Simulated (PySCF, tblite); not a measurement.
# CH₈AlO₃Si₂ radical, a small gas-phase stand-in for a defect centre (Si site with back bonds [SiH3], [H], O[Al](O)O): EPR parameters

Wanted: the EPR parameters for `[CH2][SiH]([SiH3])[O][Al]([OH])[OH]`. It is drawn as: carbon radical.

Computed with tblite 0.8.0 and PySCF 2.14.0; each step states its level. No surroundings beyond the atoms listed, unless a continuum is named. Atoms count from 0, parts from 1.

## 1. The system as given

15 atoms, charge 0, multiplicity 2; geometry: distance geometry start.

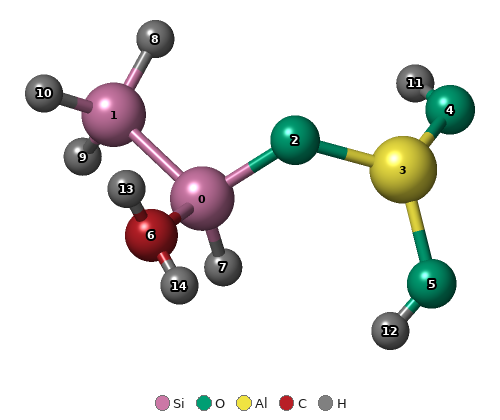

The starting geometry (silicon pink, oxygen teal, aluminium yellow, carbon red, hydrogen grey), atoms numbered.

## 2. Geometry optimisation with GFN2-xTB

Job settings and geometry (Å):

```
{"job": {"kind": "relax", "xc": "GFN2-xTB", "basis": "xTB"}, "charge": 0, "multiplicity": 2}
Si    -0.753756    -0.221853    -1.242735
Si    -1.102211    -2.263761    -2.027641
O      0.996968     0.053263    -1.110738
Al     1.873586     0.490413     0.453961
O      2.807582    -0.881774     1.321045
O      1.043358     1.719293     1.571205
C     -1.480447     1.001073    -2.396932
H     -1.345371    -0.106305     0.010188
H      0.101971    -3.017315    -1.996258
H     -2.084267    -2.939868    -1.230923
H     -1.563979    -2.195995    -3.364290
H      2.555135    -1.846753     1.250329
H      0.079809     1.947564     1.545340
H     -1.191813     0.931303    -3.397612
H     -1.592260     1.958418    -2.045276
```

With the program's defaults for keys left out, this is: GFN2-xTB geometry optimisation, gas phase.

Run with:

```
> OMP_NUM_THREADS=1 python cluster_run.py task.json out
```

This one command runs all jobs of the session in turn.

Output:

```text
step      E/eV     max force
  0    -625.61374    3.125
  1    -626.22303    2.372
  2    -627.03573    2.491
  3    -627.22393    1.191
  4    -627.30956    0.833
  5    -627.35684    1.077
  6    -627.43483    0.942
  7    -627.47862    0.732
  8    -627.51004    0.495
  9    -627.52802    0.522
 10    -627.55398    0.426
 11    -627.56817    0.413
 12    -627.58163    0.439
 13    -627.59672    0.333
 14    -627.61171    0.415
 15    -627.62632    0.621
 16    -627.64725    0.684
 17    -627.67201    0.543
 18    -627.69060    0.360
 19    -627.70473    0.468
 20    -627.71738    0.490
 21    -627.73261    0.312
 22    -627.75139    0.307
 23    -627.76206    0.265
 24    -627.77242    0.274
 25    -627.78146    0.287
 26    -627.79321    0.291
 27    -627.80750    0.401
 28    -627.81833    0.594
 29    -627.83192    0.295
 30    -627.83957    0.192
 31    -627.84789    0.298
 32    -627.85851    0.372
 33    -627.87353    0.456
 34    -627.89132    0.446
 35    -627.90824    0.368
 36    -627.92647    0.535
 37    -627.94460    0.573
 38    -627.96506    0.327
 39    -627.98448    0.499
 40    -627.99627    0.511
 41    -628.01257    0.449
 42    -628.01840    0.674
 43    -628.03709    0.366
 44    -628.04308    0.137
 45    -628.05259    0.305
 46    -628.05766    0.349
 47    -628.06985    0.384
 48    -628.08153    0.373
 49    -628.09489    0.379
 50    -628.10491    0.332
 51    -628.10794    0.472
 52    -628.11862    0.178
 53    -628.12400    0.195
 54    -628.13475    0.263
 55    -628.14702    0.276
 56    -628.15699    0.277
 57    -628.16082    0.129
 58    -628.16223    0.169
 59    -628.16392    0.154
 60    -628.16783    0.179
 61    -628.17459    0.225
 62    -628.17954    0.194
 63    -628.18240    0.176
 64    -628.18471    0.110
 65    -628.18671    0.113
 66    -628.18868    0.227
 67    -628.18980    0.215
 68    -628.19196    0.081
 69    -628.19327    0.069
 70    -628.19520    0.078
 71    -628.19612    0.061
 72    -628.19689    0.072
 73    -628.19763    0.069
 74    -628.19847    0.073
 75    -628.19951    0.082
 76    -628.20043    0.076
 77    -628.20117    0.068
 78    -628.20182    0.058
 79    -628.20266    0.086
 80    -628.20380    0.089
 81    -628.20513    0.112
 82    -628.20611    0.077
 83    -628.20663    0.045
 84    -628.20686    0.040
 85    -628.20699    0.033
 86    -628.20716    0.034
 87    -628.20742    0.043
 88    -628.20777    0.051
 89    -628.20812    0.050
 90    -628.20837    0.041
 91    -628.20855    0.039
 92    -628.20869    0.040
 93    -628.20883    0.033
 94    -628.20898    0.027
 95    -628.20910    0.026
 96    -628.20919    0.024
 97    -628.20929    0.023
 98    -628.20941    0.025
 99    -628.20956    0.026
100    -628.20968    0.019
101    -628.20977    0.020
102    -628.20984    0.023
103    -628.20992    0.026
104    -628.21005    0.031
105    -628.21022    0.030
106    -628.21044    0.032
107    -628.21067    0.033
108    -628.21086    0.032
109    -628.21106    0.034
110    -628.21127    0.031
111    -628.21150    0.033
112    -628.21173    0.040
113    -628.21198    0.042
114    -628.21229    0.051
115    -628.21268    0.057
116    -628.21314    0.069
117    -628.21358    0.071
118    -628.21398    0.053
119    -628.21433    0.050
120    -628.21468    0.040
121    -628.21499    0.052
122    -628.21529    0.059
123    -628.21562    0.061
124    -628.21604    0.073
125    -628.21656    0.063
126    -628.21703    0.058
127    -628.21734    0.047
128    -628.21750    0.029
129    -628.21762    0.034
130    -628.21771    0.019
131    -628.21777    0.014
132    -628.21781    0.027
133    -628.21785    0.019
134    -628.21791    0.018
135    -628.21796    0.015
136    -628.21800    0.015
137    -628.21804    0.016
138    -628.21807    0.015
139    -628.21811    0.013
140    -628.21814    0.015
141    -628.21817    0.016
142    -628.21821    0.015
143    -628.21825    0.017
144    -628.21829    0.014
145    -628.21832    0.013
146    -628.21836    0.015
147    -628.21839    0.015
148    -628.21843    0.015
149    -628.21848    0.016
150    -628.21853    0.017
151    -628.21858    0.013
152    -628.21861    0.010
153    -628.21862    0.008
154    -628.21864    0.012
155    -628.21866    0.015
156    -628.21870    0.016
157    -628.21873    0.015
158    -628.21876    0.010
159    -628.21877    0.010
160    -628.21879    0.011
161    -628.21882    0.016
162    -628.21886    0.019
163    -628.21889    0.015
164    -628.21892    0.011
165    -628.21894    0.014
166    -628.21898    0.017
167    -628.21905    0.026
168    -628.21916    0.030
169    -628.21929    0.025
170    -628.21942    0.022
171    -628.21955    0.028
172    -628.21967    0.032
173    -628.21981    0.035
174    -628.21996    0.030
175    -628.22013    0.032
176    -628.22024    0.026
177    -628.22034    0.024
178    -628.22048    0.029
179    -628.22064    0.032
180    -628.22070    0.047
181    -628.22090    0.025
182    -628.22100    0.024
183    -628.22121    0.026
184    -628.22129    0.026
185    -628.22153    0.033
186    -628.22166    0.022
187    -628.22176    0.022
188    -628.22180    0.027
189    -628.22187    0.028
190    -628.22201    0.039
191    -628.22213    0.034
192    -628.22226    0.025
193    -628.22234    0.021
194    -628.22242    0.018
195    -628.22248    0.024
196    -628.22255    0.044
197    -628.22265    0.037
198    -628.22282    0.027
199    -628.22299    0.030
200    -628.22309    0.029
201    -628.22309    0.029
202    -628.22486    0.020
203    -628.22507    0.025
204    -628.22522    0.012
205    -628.22528    0.020
206    -628.22534    0.011
207    -628.22537    0.010
208    -628.22538    0.003
```

Wall time 3.7 s (1 thread of Arm Neoverse V1, shared host).

Step by step:

```csv
step,energy from step 0 (eV),largest force (eV/Å)
0,0.0000,3.1246
8,-1.8963,0.4950
16,-2.0335,0.6847
24,-2.1587,0.2736
32,-2.2448,0.3715
40,-2.3825,0.5116
48,-2.4678,0.3730
56,-2.5432,0.2771
64,-2.5710,0.1103
72,-2.5832,0.0720
80,-2.5901,0.0890
88,-2.5940,0.0511
96,-2.5955,0.0240
104,-2.5963,0.0313
112,-2.5980,0.0398
120,-2.6009,0.0397
128,-2.6038,0.0288
136,-2.6043,0.0151
144,-2.6046,0.0136
152,-2.6049,0.0097
160,-2.6051,0.0114
168,-2.6054,0.0305
176,-2.6065,0.0259
184,-2.6075,0.0261
192,-2.6085,0.0247
200,-2.6093,0.0291
208,-2.6116,0.0030
```

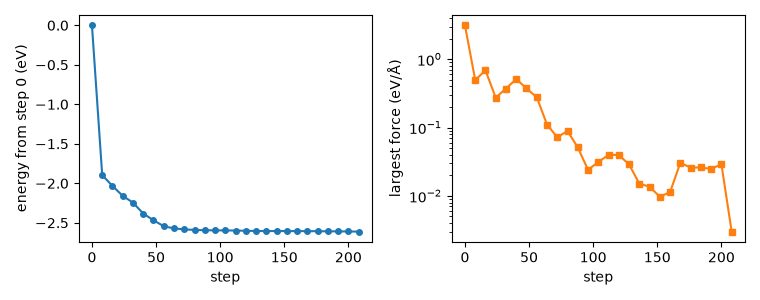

Energy and force, step by step.

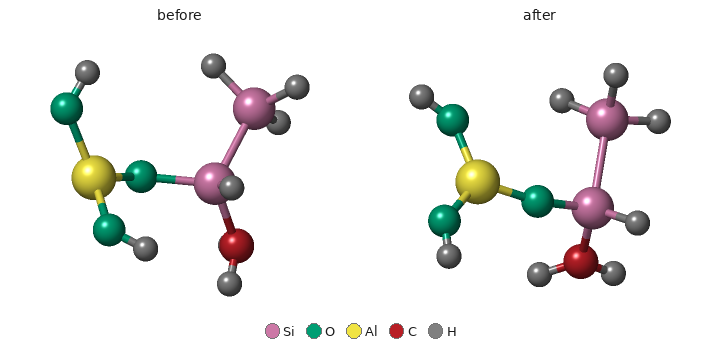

Before and after, at one scale.

Distances of close pairs at the start and the end, largest changes first:

| bond | before (Å) | after (Å) | change (Å) |
| --- | --- | --- | --- |
| Al3–O4 | 1.873 | 1.656 | -0.217 |
| Al3–O5 | 1.857 | 1.659 | -0.198 |
| O2–Al3 | 1.846 | 1.666 | -0.180 |
| Si0–O2 | 1.777 | 1.636 | -0.141 |
| Si0–Si1 | 2.215 | 2.338 | +0.122 |
| Si0–H7 | 1.390 | 1.476 | +0.086 |
| Si1–H10 | 1.416 | 1.469 | +0.054 |
| O4–H11 | 1.000 | 0.947 | -0.053 |

## 3. Relaxing the molecule at PBE0-D3(BJ)/def2-SVP

Job settings and geometry (Å):

```
{"job": {"xc": "PBE0", "basis": "def2-SVP", "d3": "d3bj", "grid": 2, "kind": "geom", "shake": 0.01}, "charge": 0, "multiplicity": 2}
Si    -1.171629     0.269395    -0.389475
Si    -0.900225    -1.917738    -1.102522
O     -0.038834     0.553552     0.707950
Al     1.401831     0.531647     1.634985
O      2.355319    -0.788984     1.420904
O      1.753512     1.732595     2.715485
C     -1.038334     1.483380    -1.768591
H     -2.421511     0.459438     0.378292
H      0.373920    -2.147913    -1.772874
H     -0.981876    -2.898680    -0.002436
H     -1.974470    -2.251893    -2.039764
H      3.185337    -1.113822     1.772395
H      1.367799     2.559447     3.010894
H     -0.148286     2.011284    -1.982543
H     -1.773476     1.492919    -2.568030
```

Output:

```text
step   0  E = -1089.04046554  max force = 0.041017
step   1  E = -1089.05056756  max force = 0.010776
step   2  E = -1089.05112601  max force = 0.001341
step   3  E = -1089.05122132  max force = 0.001265
step   4  E = -1089.05127761  max force = 0.001250
step   5  E = -1089.05135766  max force = 0.001206
step   6  E = -1089.05144731  max force = 0.001298
step   7  E = -1089.05152944  max force = 0.003036
step   8  E = -1089.05167158  max force = 0.002271
step   9  E = -1089.05194418  max force = 0.001007
step  10  E = -1089.05205283  max force = 0.000796
step  11  E = -1089.05209474  max force = 0.000814
step  12  E = -1089.05213394  max force = 0.000651
step  13  E = -1089.05214686  max force = 0.000477
step  14  E = -1089.05215615  max force = 0.000334
optimisation converged
```

Wall time 5.6 min (1 thread of Arm Neoverse V1, shared host); peak memory 0.85 GiB.

Step by step:

| step | energy from step 0 (eV) | largest force component (eV/Å) |
| --- | --- | --- |
| 0 | 0.0000 | 2.1092 |
| 1 | -0.2749 | 0.5541 |
| 2 | -0.2901 | 0.0690 |
| 3 | -0.2927 | 0.0650 |
| 4 | -0.2942 | 0.0643 |
| 5 | -0.2964 | 0.0620 |
| 6 | -0.2988 | 0.0667 |
| 7 | -0.3011 | 0.1561 |
| 8 | -0.3049 | 0.1168 |
| 9 | -0.3123 | 0.0518 |
| 10 | -0.3153 | 0.0409 |
| 11 | -0.3164 | 0.0419 |
| 12 | -0.3175 | 0.0335 |
| 13 | -0.3179 | 0.0245 |
| 14 | -0.3181 | 0.0172 |

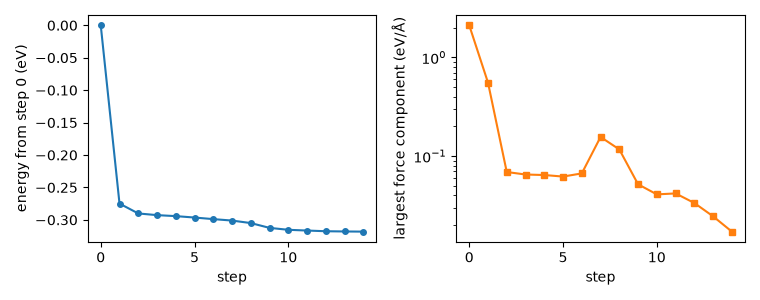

Energy and largest force along the relaxation.

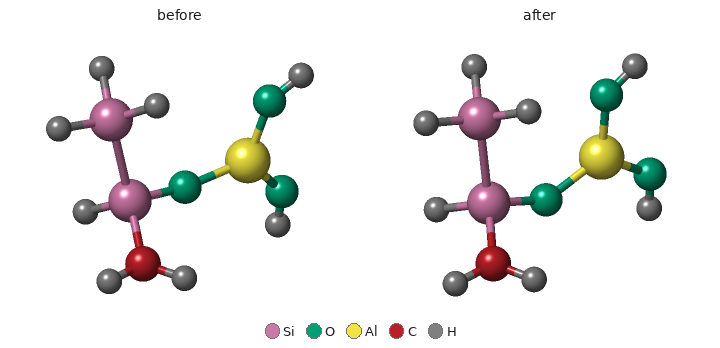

Before and after, at one scale.

Distances of close pairs at the start and the end, largest changes first:

| bond | before (Å) | after (Å) | change (Å) |
| --- | --- | --- | --- |
| Si0–O2 | 1.603 | 1.660 | +0.058 |
| Al3–O4 | 1.643 | 1.692 | +0.049 |
| Si0–Si1 | 2.316 | 2.362 | +0.046 |
| C6–H13 | 1.057 | 1.096 | +0.039 |
| Al3–O5 | 1.653 | 1.692 | +0.038 |
| Si1–H8 | 1.458 | 1.495 | +0.037 |
| Si1–H10 | 1.464 | 1.500 | +0.036 |
| Si1–H9 | 1.476 | 1.496 | +0.020 |

The end geometry stands in the next job.

```
                         at the end point                value
  point group (found at 0.08 Å tolerance)                   C1
rotational constants (GHz, main isotopes)  2.127, 0.867, 0.660
                        dipole moment (D)                 1.75
                                     ⟨S²⟩                0.755
```

## 4. EPR parameters: B3LYP/IGLO-III+pcH-1

Job settings and geometry (Å):

```
{"job": {"kind": "epr"}, "charge": 0, "multiplicity": 2}
Si    -1.191855     0.411841    -0.315841
Si    -0.684013    -1.793480    -0.992469
O     -0.077574     0.952583     0.790121
Al     1.332262     0.478748     1.602761
O      1.953401    -1.042884     1.201516
O      2.092814     1.458928     2.752900
C     -1.208729     1.487314    -1.810928
H     -2.555438     0.413311     0.306331
H      0.632339    -1.847279    -1.698422
H     -0.671129    -2.749518     0.158116
H     -1.745912    -2.240265    -1.952802
H      2.729126    -1.455759     1.581381
H      1.783163     2.323904     3.024224
H     -0.314073     2.008679    -2.169820
H     -2.085729     1.569413    -2.462893
```

Level: UKS B3LYP, IGLO-III on Al C O Si, pcH-1 on H, non-relativistic, mean-field spin-orbit, GIAO.

Output:

```text
UKS, coarse grid
  cycle   1  E = -1090.00295870  |g| = 1.06e+00
  cycle   2  E = -1088.99740895  |g| = 1.92e+00
  cycle   3  E = -1090.38501755  |g| = 1.34e-01
  cycle   4  E = -1090.38776945  |g| = 1.15e-01
  cycle   5  E = -1090.39272895  |g| = 2.05e-02
  cycle   6  E = -1090.39286699  |g| = 6.73e-03
  cycle   7  E = -1090.39289094  |g| = 1.99e-03
  cycle   8  E = -1090.39289339  |g| = 6.62e-04
UKS, final grid
  cycle   1  E = -1090.39291324  |g| = 6.32e-04
  cycle   2  E = -1090.39291315  |g| = 8.27e-04
  cycle   3  E = -1090.39291346  |g| = 1.31e-04
  cycle   4  E = -1090.39291346  |g| = 4.52e-05
  cycle   5  E = -1090.39291347  |g| = 3.19e-05
  cycle   6  E = -1090.39291347  |g| = 3.61e-06
E = -1090.39291347 Eh   <S^2> = 0.7543 (exact 0.7500)
g shifts (ppm)      1          2          3
  rmc          -126       -126       -126
  gc              1         32         13
  oz_so        -116        487        656
  total        -240        394        543
hyperfine (MHz)  atom isotope    a_iso     a_fc   dipolar eigenvalues
    0  29Si      47.82      47.91     -3.38      0.95      2.43
    1  29Si     -67.58     -67.66    -12.42      5.64      6.78
    2   17O      -6.70      -6.70     -1.65      0.62      1.02
    3  27Al       0.58       0.58     -0.27     -0.23      0.51
    4   17O      -0.47      -0.47     -0.19      0.08      0.11
    5   17O      -0.06      -0.06     -0.18      0.09      0.09
    6   13C      73.46      73.60    -72.36    -72.31    144.67
    7    1H      44.54      44.54     -3.01     -2.48      5.49
    8    1H      -1.79      -1.79     -1.97     -0.89      2.85
    9    1H      29.10      29.10     -1.37     -0.44      1.81
   10    1H      -3.88      -3.88     -1.99     -0.94      2.92
   11    1H       0.22       0.22     -0.43     -0.37      0.79
   12    1H      -0.02      -0.02     -0.43     -0.37      0.80
   13    1H     -55.53     -55.54    -35.13     -0.75     35.88
   14    1H     -55.92     -55.93    -35.07     -0.87     35.94
```

Run time: 2.4 min. Hardware: 1 thread of Arm Neoverse V1, shared host; peak memory 1.5 GiB.

Principal g values 2.00208, 2.00271, 2.00286; g(iso) = 2.00255, against 2.00232 for a free electron.

Hyperfine couplings, nucleus by nucleus at this fixed geometry (no averaging over rotations):

```
nuclei  isotope  a(iso) (MHz)  a(iso) (G, at g = 2.0023)  largest dipolar term (MHz)
    C6      13C          73.5                       26.2                       144.7
   Si1     29Si         -67.6                      -24.1                       -12.4
   H14       1H         -55.9                      -20.0                        35.9
   H13       1H         -55.5                      -19.8                        35.9
   Si0     29Si          47.8                       17.1                        -3.4
    H7       1H          44.5                       15.9                         5.5
    H9       1H          29.1                       10.4                         1.8
    O2      17O          -6.7                       -2.4                        -1.6
   H10       1H          -3.9                       -1.4                         2.9
    H8       1H          -1.8                       -0.6                         2.9
   Al3     27Al           0.6                        0.2                         0.5
    O4      17O          -0.5                       -0.2                        -0.2
   H11       1H           0.2                        0.1                         0.8
    O5      17O          -0.1                        0.0                        -0.2
```

Mulliken spin populations:

Si0 -0.01; Si1 0.04; O2 0.00; Al3 0.00; O4 0.00; O5 0.00; C6 1.02; H7 0.02; H8 0.00; H9 0.01; H10 0.00; H11 0.00; H12 0.00; H13 -0.04; H14 -0.05

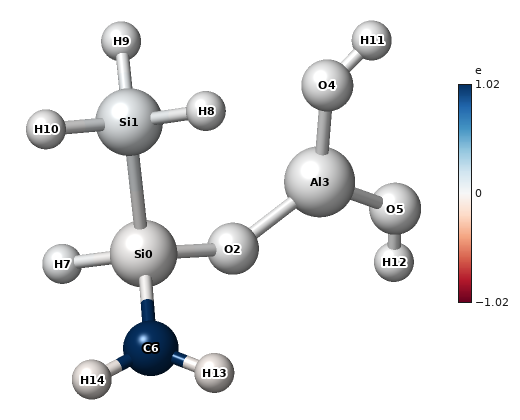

Mulliken spin populations, as colours on the atoms.

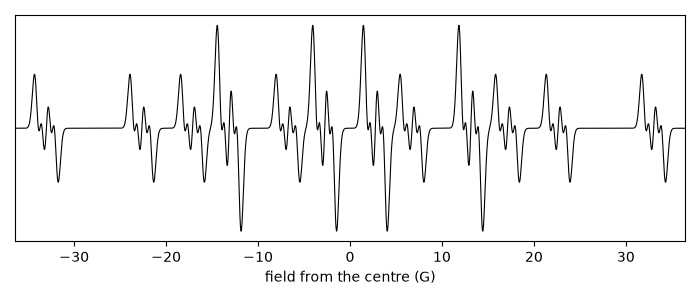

First-order isotropic spectrum (first derivative, main isotopes with spin only, couplings over 0.8 MHz, Gaussian width 0.3 G; couplings of the frozen geometry, rotation of groups not averaged beyond the rows shown).

Orbitals, density, ELF and potential are computed afterwards from the orbital file.

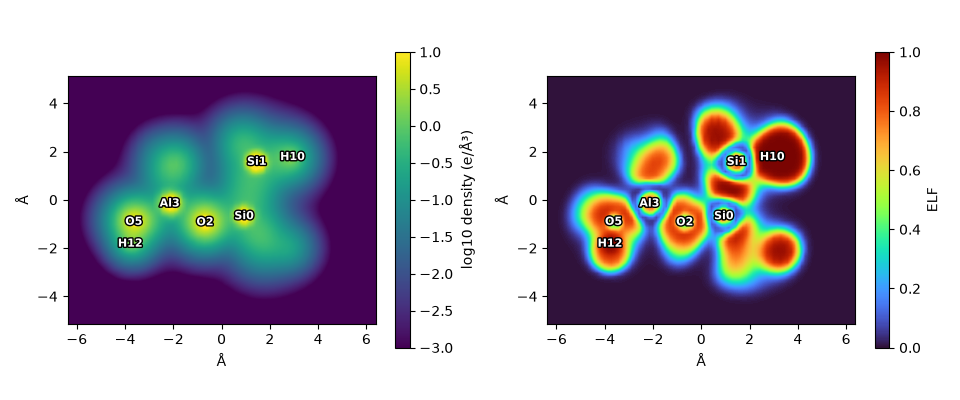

Density (left) and ELF (right) in a plane through or near 7 of the atoms.

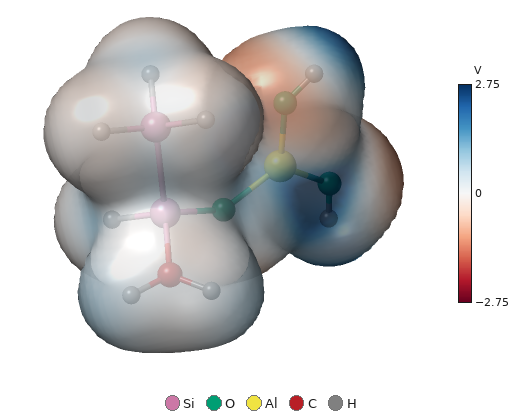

The potential that a unit positive charge feels on the 0.002 e/bohr³ surface, from -1.14 V near O5 to 2.75 V near Al3.

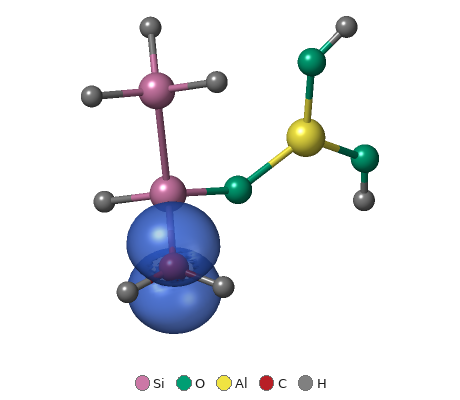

Spin density at ±0.04 e/Å³ (alpha excess blue, beta excess red).

## 5. g tensor and hyperfine couplings: BHandHLYP/IGLO-III+pcH-1

Settings changed since step 4:

```diff
@@ -1,2 +1,2 @@
-{"job": {"kind": "epr"}, "charge": 0, "multiplicity": 2}
+{"job": {"kind": "epr", "xc": "BHandHLYP"}, "charge": 0, "multiplicity": 2}
 Si    -1.191855     0.411841    -0.315841
```

Method: UKS BHandHLYP, IGLO-III on Al C O Si, pcH-1 on H, non-relativistic, mean-field spin-orbit, GIAO.

Output:

```text
UKS, coarse grid
  cycle   1  E = -1089.91366411  |g| = 8.64e-01
  cycle   2  E = -1089.77216535  |g| = 1.09e+00
  cycle   3  E = -1090.18619789  |g| = 6.02e-02
  cycle   4  E = -1090.18765435  |g| = 4.21e-02
  cycle   5  E = -1090.18838162  |g| = 1.03e-02
  cycle   6  E = -1090.18846693  |g| = 3.65e-03
  cycle   7  E = -1090.18848834  |g| = 1.63e-03
  cycle   8  E = -1090.18849262  |g| = 5.39e-04
UKS, final grid
  cycle   1  E = -1090.18850559  |g| = 3.52e-04
  cycle   2  E = -1090.18850573  |g| = 2.67e-04
  cycle   3  E = -1090.18850579  |g| = 1.05e-04
  cycle   4  E = -1090.18850582  |g| = 5.65e-05
  cycle   5  E = -1090.18850582  |g| = 8.35e-06
E = -1090.18850582 Eh   <S^2> = 0.7559 (exact 0.7500)
g shifts (ppm)      1          2          3
  rmc          -125       -125       -125
  gc              1         32         13
  oz_so         -89        466        587
  total        -213        373        476
hyperfine (MHz)  atom isotope    a_iso     a_fc   dipolar eigenvalues
    0  29Si      59.01      59.12     -3.81      1.44      2.38
    1  29Si     -62.18     -62.25    -10.54      4.55      5.99
    2   17O      -5.73      -5.73     -1.46      0.43      1.02
    3  27Al       0.36       0.36     -0.27     -0.23      0.50
    4   17O      -0.37      -0.37     -0.19      0.08      0.11
    5   17O      -0.04      -0.04     -0.15      0.07      0.08
    6   13C      94.91      95.06    -72.60    -72.32    144.92
    7    1H      38.01      38.01     -3.06     -2.57      5.63
    8    1H      -2.06      -2.06     -1.90     -0.97      2.87
    9    1H      25.52      25.51     -1.23     -0.45      1.68
   10    1H      -3.91      -3.91     -1.92     -1.01      2.93
   11    1H       0.18       0.18     -0.41     -0.36      0.78
   12    1H      -0.01      -0.01     -0.43     -0.38      0.80
   13    1H     -65.20     -65.21    -36.40     -0.77     37.17
   14    1H     -65.58     -65.59    -36.36     -0.87     37.23
```

Wall time 2.4 min (1 thread of Arm Neoverse V1, shared host); peak memory 1.5 GiB.

In short: g(iso) 2.00253.

## 6. Comparing the runs: EPR parameters

g, ⟨S²⟩ and isotropic hyperfine couplings (MHz), with basis size and wall time:

```csv
run,g(iso),⟨S²⟩,13C C6,29Si Si1,1H H14,1H H13,29Si Si0,functions,time
B3LYP/IGLO-III+pcH-1,2.00255,0.754,73.5,-67.6,-55.9,-55.5,47.8,352,2.4 min
BHandHLYP/IGLO-III+pcH-1,2.00253,0.756,94.9,-62.2,-65.6,-65.2,59.0,352,2.4 min
```

## 7. Summary of results

| quantity | value |
| --- | --- |
| point group | C1 |
| rotational constants (main isotopes) | 2.13, 0.87, 0.66 GHz |
| g(iso) (B3LYP) | 2.00255 |
| ⟨S²⟩ | 0.754 (exact 0.75) |
| largest a(iso) | 13C on C6, 73.5 MHz |
| potential on the surface of density 0.002 e/bohr³, 1st and 99th percentile | -1.14 V and 2.75 V |

The start of the PBE0/def2-SVP relaxation was shaken at random by about 0.01 Å, so part of the energy gained, and of the first lengths quoted, undoes that. Relaxing lowered the energy by 0.318 eV in 14 steps; the close pair that moved most is Si0–O2, from 1.603 to 1.660 Å (PBE0/def2-SVP). No frequency check was run at this level, so the end point may be a saddle. C6 carries the largest spin population, 1.02 e. The isotropic g lies 0.2 ppt above the free-electron value. The coupling of 13C on C6 runs from 73.5 (B3LYP/IGLO-III+pcH-1) to 94.9 MHz (BHandHLYP/IGLO-III+pcH-1). A capped cluster stands for the solid here, so long-range fields and strain are missing, and bands or shifts of the capping hydrogens have no counterpart in it.
